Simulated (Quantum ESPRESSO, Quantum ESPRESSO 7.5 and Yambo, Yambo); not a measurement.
**ZnSe (Stilleite): G0W0 with Yambo, start to end**

Wanted: ground state, empty states, screening and self-energy for ZnSe (Stilleite).

Main program and level: Quantum ESPRESSO 7.5 and Yambo 5.3.0; PBE and many-body steps on it, plane waves.

**What was measured.**

- Gap 2.695 ± 0.003 eV: excitonic gap from free-exciton PL, not corrected for exciton binding; photoluminescence; 300 K; bulk crystal (Bridgman-grown crystal, polished and etched) (“Alloy Disordering Effects on the Thermal Conductivity and Energy Gap Temperature Dependence of Cd1−xZnxSe Ternary Crystals Grown by the Bridgman Method”, 2023, pmc:10253836).

### Step 1. Set-up

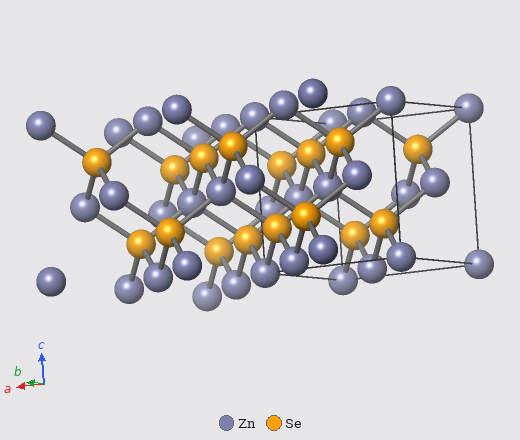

The starting structure, seen from a free direction (zinc blue, selenium orange). 2×2×1 cells are drawn. This picture shows the conventional cell, with its axes. Bonds to atoms that aren't drawn are left out. Some periodic images of atoms are drawn too.

The cell and positions come from the Crystallography Open Database and are kept as given unless a step says otherwise.

### Step 2. Ground state

This step: Quantum ESPRESSO 7.5; DFT, PBE, plane waves, norm-conserving pseudopotentials.

The ground-state density comes first.

pw.in reads:

```
&control
  calculation = 'scf'
  prefix = 'x'
  outdir = 'o'
  pseudo_dir = 'pseudo'
/
&system
  ibrav = 0
  nat = 2
  ntyp = 2
  ecutwfc = 104.0
  nbnd = 27
  force_symmorphic = .true.
/
&electrons
  conv_thr = 1e-10
  electron_maxstep = 80
  mixing_beta = 0.5
/
ATOMIC_SPECIES
  Zn 65.38 Zn.upf
  Se 78.971 Se.upf
CELL_PARAMETERS angstrom
  -0.0000000000 2.8338000000 2.8338000000
  2.8338000000 -0.0000000000 2.8338000000
  2.8338000000 2.8338000000 0.0000000000
ATOMIC_POSITIONS crystal
  Zn 0.0000000000 0.0000000000 0.0000000000
  Se 0.2500000000 0.2500000000 0.2500000000
K_POINTS automatic
  6 6 6 0 0 0
```

Run with:

```
> OMP_NUM_THREADS=1 mpirun -n 8 pw.x -nk 8 -in pw.in > pw.out
```

What it wrote:

```text
Program PWSCF v.7.5 starts

     This program is part of the open-source Quantum ESPRESSO suite
     for quantum simulation of materials; please cite
         "P. Giannozzi et al., J. Phys.:Condens. Matter 21 395502 (2009);
         "P. Giannozzi et al., J. Phys.:Condens. Matter 29 465901 (2017);
         "P. Giannozzi et al., J. Chem. Phys. 152 154105 (2020);
     in publications or presentations arising from this work. More details at
     Message from routine setup:
     using ibrav=0 with symmetry is DISCOURAGED, use correct ibrav instead

     G-vector sticks info

     bravais-lattice index     =            0
     lattice parameter (alat)  =       7.5733  a.u.
     unit-cell volume          =     307.1384 (a.u.)^3
     number of atoms/cell      =            2
     number of atomic types    =            2
     number of electrons       =        44.00
     number of Kohn-Sham states=           27
     kinetic-energy cutoff     =     104.0000  Ry
     charge density cutoff     =     416.0000  Ry
     scf convergence threshold =      1.0E-10
     mixing beta               =       0.5000
     number of iterations used =            8  plain     mixing
     Exchange-correlation= PBE
                           (   1   4   3   4   0   0   0)

     celldm(1)=   7.573263  celldm(2)=   0.000000  celldm(3)=   0.000000
     celldm(4)=   0.000000  celldm(5)=   0.000000  celldm(6)=   0.000000

     crystal axes: (cart. coord. in units of alat)
               a(1) = (  -0.000000   0.707107   0.707107 )
               a(2) = (   0.707107  -0.000000   0.707107 )
               a(3) = (   0.707107   0.707107   0.000000 )

     reciprocal axes: (cart. coord. in units 2 pi/alat)
               b(1) = ( -0.707107  0.707107  0.707107 )
               b(2) = (  0.707107 -0.707107  0.707107 )
               b(3) = (  0.707107  0.707107 -0.707107 )
     Pseudo is Norm-conserving + core correction, Zval = 20.0
     Generated using ONCVPSP code by D. R. Hamann
     Using radial grid of 1326 points,  6 beta functions with:
     Pseudo is Norm-conserving + core correction, Zval = 24.0
     Generated using ONCVPSP code by D. R. Hamann
     Using radial grid of 1214 points,  6 beta functions with:
     Zn               20.00    65.38000     Zn( 1.00)
     Se               24.00    78.97100     Se( 1.00)

     24 Sym. Ops. (no inversion) found

   Cartesian axes

     site n.     atom                  positions (alat units)
         1        Zn     tau(   1) = (   0.0000000   0.0000000   0.0000000  )
         2        Se     tau(   2) = (   0.3535534   0.3535534   0.3535534  )

     number of k points=    16
                       cart. coord. in units 2pi/alat
        k(    1) = (   0.0000000   0.0000000   0.0000000), wk =   0.0092593
        k(    2) = (   0.1178511   0.1178511  -0.1178511), wk =   0.0740741
        k(    3) = (   0.2357023   0.2357023  -0.2357023), wk =   0.0740741
        k(    4) = (  -0.3535534  -0.3535534   0.3535534), wk =   0.0370370
        k(    5) = (   0.2357023   0.0000000  -0.0000000), wk =   0.0555556
        k(    6) = (   0.3535534   0.1178511  -0.1178511), wk =   0.2222222
        k(    7) = (  -0.2357023  -0.4714045   0.4714045), wk =   0.2222222
        k(    8) = (  -0.1178511  -0.3535534   0.3535534), wk =   0.2222222
        k(    9) = (   0.0000000  -0.2357023   0.2357023), wk =   0.1111111
        k(   10) = (   0.4714045   0.0000000  -0.0000000), wk =   0.0555556
     [... 4 further rows ...]
        k(   15) = (  -0.1178511  -0.3535534   0.5892557), wk =   0.2222222
        k(   16) = (  -0.7071068   0.2357023   0.0000000), wk =   0.1111111

     Dense  grid:    44039 G-vectors     FFT dimensions: (  50,  50,  50)

     Initial potential from superposition of free atoms

     starting charge      43.9998, renormalised to      44.0000
     Starting wfcs are   23 randomized atomic wfcs +    4 random wfcs

     per-process dynamical memory:    32.8 Mb

     Self-consistent Calculation

     iteration #  1     ecut=   104.00 Ry     beta= 0.50

     Threshold (ethr) on eigenvalues was too large:
     Diagonalizing with lowered threshold

     total energy              =   -1094.69458315 Ry
     estimated scf accuracy    <       0.06866874 Ry

     iteration #  2     ecut=   104.00 Ry     beta= 0.50

     total energy              =   -1094.71110296 Ry
     estimated scf accuracy    <       0.00758633 Ry

     iteration #  3     ecut=   104.00 Ry     beta= 0.50

     total energy              =   -1094.71208362 Ry
     estimated scf accuracy    <       0.00096084 Ry

     iteration #  4     ecut=   104.00 Ry     beta= 0.50

     total energy              =   -1094.71214413 Ry
     estimated scf accuracy    <       0.00004366 Ry

     iteration #  5     ecut=   104.00 Ry     beta= 0.50

     total energy              =   -1094.71215037 Ry
     estimated scf accuracy    <       0.00000277 Ry

     iteration #  6     ecut=   104.00 Ry     beta= 0.50

     total energy              =   -1094.71215092 Ry
     estimated scf accuracy    <       0.00000008 Ry

     iteration #  7     ecut=   104.00 Ry     beta= 0.50

     total energy              =   -1094.71215094 Ry
     estimated scf accuracy    <          6.6E-09 Ry

     iteration #  8     ecut=   104.00 Ry     beta= 0.50

     total energy              =   -1094.71215094 Ry
     estimated scf accuracy    <          7.5E-10 Ry

     iteration #  9     ecut=   104.00 Ry     beta= 0.50

     total energy              =   -1094.71215094 Ry
     estimated scf accuracy    <          7.8E-10 Ry

     iteration # 10     ecut=   104.00 Ry     beta= 0.50

     End of self-consistent calculation

          k = 0.0000 0.0000 0.0000 (  5577 PWs)   bands (ev):

  -198.4430-137.9212-137.9212-137.9212-116.4660 -70.6256 -70.6256 -70.6256
   -38.0966 -38.0966 -38.0966 -38.0925 -38.0925  -4.4790   2.2368   2.2368
     2.2368   2.6049   2.6049   8.7791   8.7791   8.7791  10.0703  14.5929
    14.5929  14.5929  18.7189

          k = 0.1179 0.1179-0.1179 (  5510 PWs)   bands (ev):

  -198.4430-137.9212-137.9212-137.9212-116.4660 -70.6256 -70.6256 -70.6256
   -38.0966 -38.0965 -38.0965 -38.0924 -38.0924  -4.3047   2.2533   2.2634
     2.2634   2.6032   2.6032   6.8758   8.5270   8.5270  11.3325  14.6604
    14.9952  14.9952  19.2604

          k = 0.2357 0.2357-0.2357 (  5504 PWs)   bands (ev):

  -198.4430-137.9212-137.9212-137.9212-116.4660 -70.6257 -70.6256 -70.6256
   -38.0965 -38.0964 -38.0964 -38.0924 -38.0924  -3.9136   2.3079   2.3079
     2.4075   2.6115   2.6115   4.7258   8.1000   8.1000  11.4635  15.2671
    15.2671  16.3556  19.2138

          k =-0.3536-0.3536 0.3536 (  5480 PWs)   bands (ev):

     [... further k-points ...]

     highest occupied, lowest unoccupied level (ev):     8.7791   10.0703

!    total energy              =   -1094.71215094 Ry
     estimated scf accuracy    <          1.6E-12 Ry

     The total energy is the sum of the following terms:
     one-electron contribution =    -960.68639616 Ry
     hartree contribution      =     458.33134342 Ry
     xc contribution           =    -102.66706953 Ry
     ewald contribution        =    -489.69002867 Ry

     convergence has been achieved in  10 iterations

     XML data file, charge density, pseudopotentials, collected wavefunctions

=------------------------------------------------------------------------------=
   JOB DONE.
=------------------------------------------------------------------------------=
```

Wall time 7.3 s (8 MPI ranks of Arm Neoverse V1, shared host); peak memory 0.61 GiB.

This step gave:

```yaml
total_energy: -14894.3176 eV
gap: 1.291 eV
k_of_the_valence_top: 0, 0, 0
k_of_the_conduction_bottom: 0, 0, 0
least_direct_gap: 1.291 eV
```

The gap is direct, at Γ.

### Step 3. Bands along the symmetry lines

The cheap functional maps the bands first; the places of the edges decide which points the dearer methods must see.

pw.in reads:

```
&control
  calculation = 'bands'
  prefix = 'x'
  outdir = 'o'
  pseudo_dir = 'pseudo'
/
&system
  ibrav = 0
  nat = 2
  ntyp = 2
  ecutwfc = 104.0
  nbnd = 28
  force_symmorphic = .true.
/
&electrons
  conv_thr = 1e-9
  electron_maxstep = 80
  diago_full_acc = .true.
  diago_thr_init = 5e-6
/
ATOMIC_SPECIES
  Zn 65.38 Zn.upf
  Se 78.971 Se.upf
CELL_PARAMETERS angstrom
  -0.0000000000 2.8338000000 2.8338000000
  2.8338000000 -0.0000000000 2.8338000000
  2.8338000000 2.8338000000 0.0000000000
ATOMIC_POSITIONS crystal
  Zn 0.0000000000 0.0000000000 0.0000000000
  Se 0.2500000000 0.2500000000 0.2500000000
K_POINTS crystal
  50
  0.00000000 0.00000000 0.00000000 1
  -0.06250000 -0.06250000 0.00000000 1
  -0.12500000 -0.12500000 0.00000000 1
  -0.18750000 -0.18750000 0.00000000 1
  -0.25000000 -0.25000000 0.00000000 1
  -0.31250000 -0.31250000 0.00000000 1
  -0.37500000 -0.37500000 0.00000000 1
  -0.43750000 -0.43750000 0.00000000 1
  -0.50000000 -0.50000000 0.00000000 1
  -0.48437500 -0.48437500 0.03125000 1
  -0.46875000 -0.46875000 0.06250000 1
  -0.45312500 -0.45312500 0.09375000 1
  -0.43750000 -0.43750000 0.12500000 1
  -0.42187500 -0.42187500 0.15625000 1
  -0.40625000 -0.40625000 0.18750000 1
  -0.39062500 -0.39062500 0.21875000 1
  -0.37500000 -0.37500000 0.25000000 1
  -0.37500000 0.00000000 0.37500000 1
  -0.32812500 0.00000000 0.32812500 1
  -0.28125000 0.00000000 0.28125000 1
  -0.23437500 0.00000000 0.23437500 1
  -0.18750000 0.00000000 0.18750000 1
  -0.14062500 0.00000000 0.14062500 1
  -0.09375000 0.00000000 0.09375000 1
  -0.04687500 0.00000000 0.04687500 1
  0.00000000 0.00000000 0.00000000 1
  0.00000000 0.00000000 0.06250000 1
  0.00000000 0.00000000 0.12500000 1
  0.00000000 0.00000000 0.18750000 1
  0.00000000 0.00000000 0.25000000 1
  0.00000000 0.00000000 0.31250000 1
  0.00000000 0.00000000 0.37500000 1
  0.00000000 0.00000000 0.43750000 1
  0.00000000 0.00000000 0.50000000 1
  -0.06250000 -0.03125000 0.46875000 1
  -0.12500000 -0.06250000 0.43750000 1
  -0.18750000 -0.09375000 0.40625000 1
  -0.25000000 -0.12500000 0.37500000 1
  -0.31250000 -0.15625000 0.34375000 1
  -0.37500000 -0.18750000 0.31250000 1
  -0.43750000 -0.21875000 0.28125000 1
  -0.50000000 -0.25000000 0.25000000 1
  -0.50000000 -0.28125000 0.21875000 1
  -0.50000000 -0.31250000 0.18750000 1
  -0.50000000 -0.34375000 0.15625000 1
  -0.50000000 -0.37500000 0.12500000 1
  -0.50000000 -0.40625000 0.09375000 1
  -0.50000000 -0.43750000 0.06250000 1
  -0.50000000 -0.46875000 0.03125000 1
  -0.50000000 -0.50000000 0.00000000 1
```

What it wrote:

```text
[banner, memory and clock lines left out]
Program PWSCF v.7.5 starts

     Atomic positions and unit cell read from directory:
     o/x.save/

     Message from routine setup:
     using ibrav=0 with symmetry is DISCOURAGED, use correct ibrav instead

     G-vector sticks info

     bravais-lattice index     =            0
     lattice parameter (alat)  =       7.5733  a.u.
     unit-cell volume          =     307.1384 (a.u.)^3
     number of atoms/cell      =            2
     number of atomic types    =            2
     number of electrons       =        44.00
     number of Kohn-Sham states=           28
     kinetic-energy cutoff     =     104.0000  Ry
     charge density cutoff     =     416.0000  Ry
     Exchange-correlation= PBE
                           (   1   4   3   4   0   0   0)

     celldm(1)=   7.573263  celldm(2)=   0.000000  celldm(3)=   0.000000
     celldm(4)=   0.000000  celldm(5)=   0.000000  celldm(6)=   0.000000

     crystal axes: (cart. coord. in units of alat)
               a(1) = (  -0.000000   0.707107   0.707107 )
               a(2) = (   0.707107  -0.000000   0.707107 )
               a(3) = (   0.707107   0.707107   0.000000 )

     reciprocal axes: (cart. coord. in units 2 pi/alat)
               b(1) = ( -0.707107  0.707107  0.707107 )
               b(2) = (  0.707107 -0.707107  0.707107 )
               b(3) = (  0.707107  0.707107 -0.707107 )
     Pseudo is Norm-conserving + core correction, Zval = 20.0
     Generated using ONCVPSP code by D. R. Hamann
     Using radial grid of 1326 points,  6 beta functions with:
     Pseudo is Norm-conserving + core correction, Zval = 24.0
     Generated using ONCVPSP code by D. R. Hamann
     Using radial grid of 1214 points,  6 beta functions with:
     Zn               20.00    65.38000     Zn( 1.00)
     Se               24.00    78.97100     Se( 1.00)

     24 Sym. Ops. (no inversion) found

   Cartesian axes

     site n.     atom                  positions (alat units)
         1        Zn     tau(   1) = (   0.0000000   0.0000000   0.0000000  )
         2        Se     tau(   2) = (   0.3535534   0.3535534   0.3535534  )

     number of k points=    50
                       cart. coord. in units 2pi/alat
        k(    1) = (   0.0000000   0.0000000   0.0000000), wk =   0.0400000
        k(    2) = (   0.0000000   0.0000000  -0.0883883), wk =   0.0400000
        k(    3) = (   0.0000000   0.0000000  -0.1767767), wk =   0.0400000
[...]
[... 38 further rows ...]
        k(   49) = (   0.0441942  -0.0000000  -0.7071068), wk =   0.0400000
        k(   50) = (   0.0000000   0.0000000  -0.7071068), wk =   0.0400000

     Dense  grid:    44039 G-vectors     FFT dimensions: (  50,  50,  50)

     The potential is recalculated from file :
     o/x.save/charge-density

     Starting wfcs are   23 randomized atomic wfcs +    5 random wfcs

     Band Structure Calculation

     End of band structure calculation

          k = 0.0000 0.0000 0.0000 (  5577 PWs)   bands (ev):

  -198.4430-137.9212-137.9212-137.9212-116.4660 -70.6256 -70.6256 -70.6256
   -38.0966 -38.0966 -38.0966 -38.0925 -38.0925  -4.4790   2.2368   2.2368
     2.2368   2.6048   2.6048   8.7791   8.7791   8.7791  10.0703  14.5929
    14.5929  14.5929  18.7189  20.2713

          k = 0.0000 0.0000-0.0884 (  5533 PWs)   bands (ev):

  -198.4430-137.9212-137.9212-137.9212-116.4660 -70.6257 -70.6256 -70.6256
   -38.0966 -38.0965 -38.0965 -38.0925 -38.0924  -4.4446   2.2344   2.2444
[...]
14.7705  14.7705  19.0507  19.4940

          k = 0.0000 0.0000-0.1768 (  5513 PWs)   bands (ev):

  -198.4430-137.9212-137.9212-137.9212-116.4660 -70.6257 -70.6257 -70.6257
[...]
15.2587  15.2587  18.2447  20.0328

          k =-0.0000 0.0000-0.2652 (  5525 PWs)   bands (ev):

[...]
k = 0.0000 0.0000-0.3536 (  5457 PWs)   bands (ev):

[...]
k = 0.0000-0.0000-0.4419 (  5498 PWs)   bands (ev):

[...]
k =-0.0000 0.0000-0.5303 (  5514 PWs)   bands (ev):

[...]
k = 0.0000-0.0000-0.6187 (  5514 PWs)   bands (ev):

[...]
k = 0.5303-0.0000-0.5303 (  5486 PWs)   bands (ev):

[...]
k = 0.0000 0.0000 0.0000 (  5577 PWs)   bands (ev):

[...]
k = 0.1326 0.0000-0.7071 (  5496 PWs)   bands (ev):

[...]
k = 0.0884-0.0000-0.7071 (  5482 PWs)   bands (ev):

[...]
k = 0.0442-0.0000-0.7071 (  5482 PWs)   bands (ev):

  -198.4430-137.9212-137.9212-137.9212-116.4660 -70.6257 -70.6257 -70.6257
[...]
19.3693  19.8449  20.0979  22.7171

          k = 0.0000 0.0000-0.7071 (  5514 PWs)   bands (ev):

  -198.4430-137.9212-137.9212-137.9212-116.4660 -70.6257 -70.6257 -70.6257
   -38.0967 -38.0962 -38.0962 -38.0925 -38.0923  -3.4224   2.2680   2.4896
     2.4896   2.6531   2.7852   4.0297   6.5968   6.5968  11.7736  12.2469
    19.5147  20.0353  20.0353  22.7657

     XML data file, pseudopotentials, collected wavefunctions
```

It took 4.9 s on 8 MPI ranks; peak memory 0.54 GiB; 38 s of CPU time.

Numbers from this step:

```yaml
gap: 1.291 eV
k_of_the_valence_top: 0, 0, 0
k_of_the_conduction_bottom: 0, 0, 0
least_direct_gap: 1.291 eV
```

The gap is 1.291 eV, as in the run before at this level.

Electronic bands along the path, in eV, zero at the top of the highest filled band:

```csv
point,band 19,band 20,band 21,band 22,band 23,band 24,band 25,band 26
Γ,-6.17,0.00,0.00,0.00,1.29,5.81,5.81,5.81
X,-5.99,-4.75,-2.18,-2.18,2.99,3.47,10.74,11.26
U,-5.91,-4.71,-3.08,-1.79,3.59,5.60,9.05,9.28
jump to K,-5.91,-4.71,-3.08,-1.79,3.59,5.60,9.05,9.28
Γ,-6.17,0.00,0.00,0.00,1.29,5.81,5.81,5.81
L,-6.01,-5.22,-0.87,-0.87,2.55,6.39,6.39,8.58
W,-5.87,-4.68,-2.76,-2.66,5.49,5.56,6.97,7.72
X,-5.99,-4.75,-2.18,-2.18,2.99,3.47,10.74,11.26
```

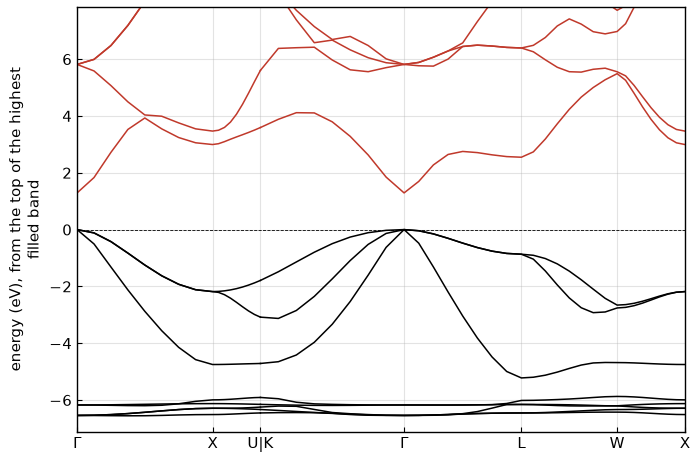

Electronic bands along the path; lines of filled and empty bands in two colours.

(Continued in part 2 of 3.)

[Paths, hosts, dates, memory and timing lines, banners, echoed tables and standing remarks are left out of the program output.]

[Logs are printed without paths, hosts, clocks, repeated set-up lines and the standing remarks that a program may print on its own settings, such as how far it seeks lower states.]

[Runs of the session that timed out or met a known fault of the program may be left out.]

[Hosts, paths, dates, database ids (printed as entryN), source tags and the programs' standing remarks are cut or masked in the printed files.]
